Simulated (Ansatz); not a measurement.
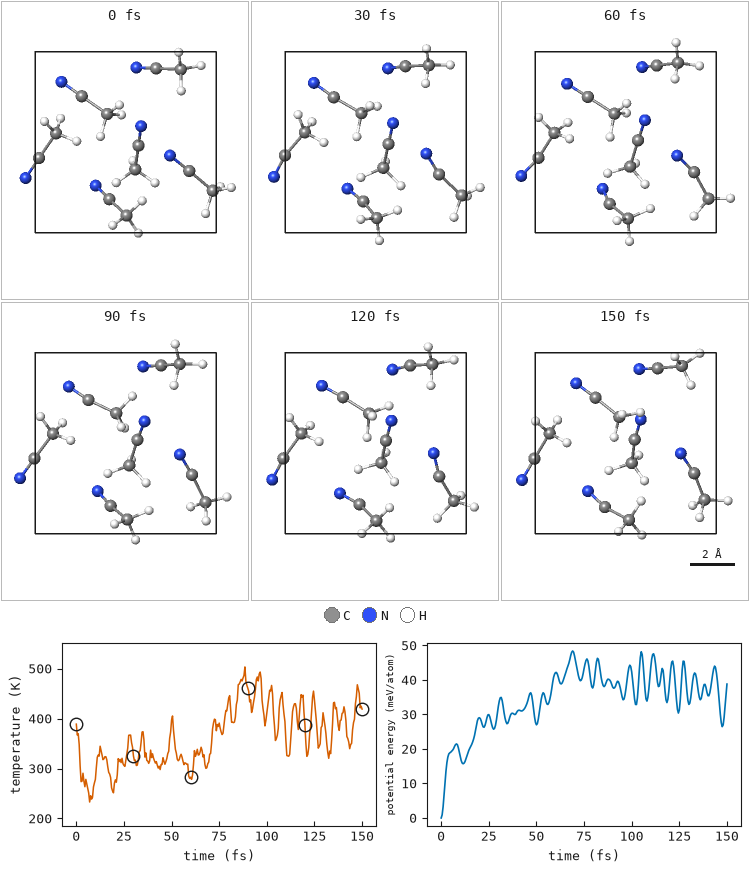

Molecular dynamics of a periodic cell with 6 CH3CN at 0.712 g/cm³, 150 fs long. Frames and the history of the run. The picture is a ball-and-stick view of the simulation cell, seen along the c axis. Atoms that leave the cell re-enter on the other side.

Method: Ansatz, DFT PBE-D3(BJ), scalar-relativistic, plane waves, PAW. Set-up: plane-wave cutoff 420 eV; k-point mesh 1 × 1 × 1; Fermi-Dirac smearing 0.02 eV; low-accuracy preset; Langevin thermostat (NVT); set temperature 400 K; time step 0.5 fs; friction 0.02 per fs.

What happens in this trajectory?

Root-mean-square distances from the starting positions over the second half, with the common drift of all atoms taken out: H 0.96 Å, N 0.48 Å, C 0.43 Å. The heavy atoms stay within a fraction of a molecule's size of their starting places, while the hydrogen atoms travel further, as molecules turn; so short a run doesn't tell a liquid from a solid. The mean temperature in the second half is 409 K (standard deviation 43 K). The potential energy in the second half lies on average 39.1 meV per atom above the first frame.

Limits of the set-up: the program's low-accuracy preset was used; the periodic images lie only 8.3 Å apart, so the values are limited by the cell's size.
